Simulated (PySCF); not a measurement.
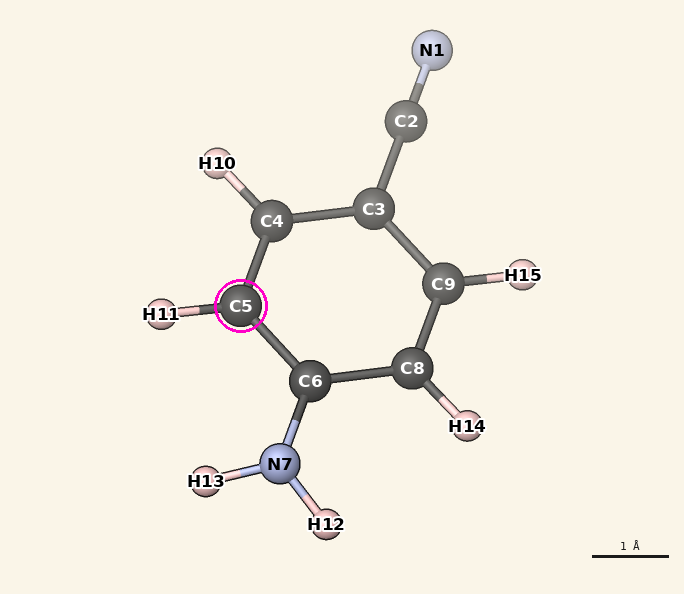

Orthographic view. Depth is shown by fading: the farther an atom, the more it takes the colour of the background. The geometry was computed by an optimisation with PBE0-D3(BJ)/def2-TZVP. No frequency run is at hand to confirm it as a minimum.

> Name the neighbours of the circled atom.

The circled atom is C5; it is bonded to C4, C6, H11.

> Which atom is farthest from the viewer?

N1, 2.1 Å behind the mean position.

> What is the shortest path along bonds from the circled atom to H14?

C5–C6–C8–H14, 3 bonds; through space the two are 3.39 Å apart.
